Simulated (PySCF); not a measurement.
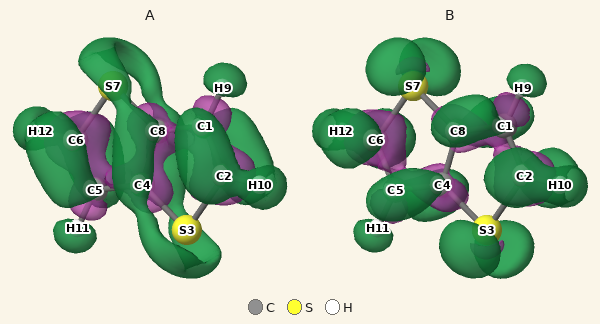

Figure. C6H4S2, SMILES `c1csc2ccsc12`. The two Fukui functions at ±0.015 e/Å³ (green positive, purple negative).

PySCF calculation, PBE0/cc-pVDZ, gas phase; geometry: GFN2-xTB. No frequency check shows the geometry to be a minimum. GFN2-xTB bond lengths at metals and heavier atoms can be off by up to 0.1 Å and shapes distorted, which carries into these values.

The calculation's input:

```python
import numpy as np
from pyscf import gto, scf, dft
from pyscf.scf import atom_ks, atom_hf
from scipy.linalg import block_diag

def solve(mol, dm0=None, hcore=None):
    mf = (dft.UKS if mol.spin else dft.RKS)(mol, xc='pbe0')
    mf.grids.level = 3
    mf = mf.density_fit(auxbasis='def2-universal-jkfit')
    mf.conv_tol, mf.max_cycle = 1e-8, 80
    if hcore is not None:
        mf.get_hcore = lambda *args: hcore
    mf.kernel(dm0)
    if not mf.converged:
        mf = mf.newton().run(mf.mo_coeff, mf.mo_occ, max_cycle=30)
    assert mf.converged, 'SCF not converged'
    return mf

mol = gto.M(atom='''
C     -0.89598    -1.56836     0.00000
C     -2.07854    -0.90353     0.00000
S     -1.91065     0.82094     0.00000
C     -0.18976     0.66809     0.00000
C      0.89598     1.56836     0.00000
C      2.07854     0.90353     0.00000
S      1.91065    -0.82094     0.00000
C      0.18976    -0.66809     0.00000
H     -0.80006    -2.63817     0.00000
H     -3.06624    -1.31989     0.00000
H      0.80006     2.63817     0.00000
H      3.06624     1.31989     0.00000
''', basis='cc-pvdz', charge=0, spin=0, verbose=4)
mf = solve(mol)
out = dict(e0=mf.e_tot, dm0=mf.make_rdm1(), c=mf.mo_coeff, occ=mf.mo_occ, eps=mf.mo_energy)
for name, dq, spin in [('cation', 1, 1), ('anion', -1, 1)]:
    ion = mol.copy().set(charge=mol.charge + dq, spin=spin).build()
    mi = solve(ion)
    if spin and dq > 0 and mol.nao < 130:
        c, _, stable, _ = mi.stability(return_status=True)
        if not stable:
            mi = solve(ion, mi.make_rdm1(c, mi.mo_occ))
    print(name, 'vertical energy change / eV', (mi.e_tot - mf.e_tot) * 27.211386)
    out.update({'e_' + name: mi.e_tot, 'dm_' + name: mi.make_rdm1(), 's2_' + name: mi.spin_square()[0], 'eps_' + name: mi.mo_energy, 'occ_' + name: mi.mo_occ})
# spherically averaged free atoms, for the promolecule
atm = atom_ks.get_atm_nrks(mol, xc='pbe0')
pro = block_diag(*[(atm[a[0]][2] * atm[a[0]][3]) @ atm[a[0]][2].T for a in mol._atom])
np.savez('result.npz', pro=pro, **out)
```

Command:

```sh
OMP_NUM_THREADS=1 python input.py
```

The run took 55 s on 1 thread of Intel(R) Xeon(R) 6975P-C (Granite Rapids) (shared host), peak memory 0.73 GiB.

Partitions, critical points and surface values were worked out afterwards from this run's density.

### Which panel is f⁻ (electron removed) and which f⁺ (electron added)?

A is f⁻, B is f⁺. f⁻ (Hirshfeld-condensed) is largest on S3 and S7 (0.14 each) and C2 and C6 (0.13 each); the vertical ionisation energy is 8.03 eV (the stability of the cation's solution wasn't checked). f⁺ (Hirshfeld-condensed) is largest on S3 and S7 (0.17 each) and C2 and C6 (0.11 each); the vertical electron affinity is −1.08 eV (the stability of the anion's solution wasn't checked; negative, but this basis has no diffuse functions, so it doesn't show that the anion is unbound).

### What chemical potential and hardness follow from the two energies?

μ = −(I + A)/2 = −3.47 eV and η = I − A = 9.11 eV.
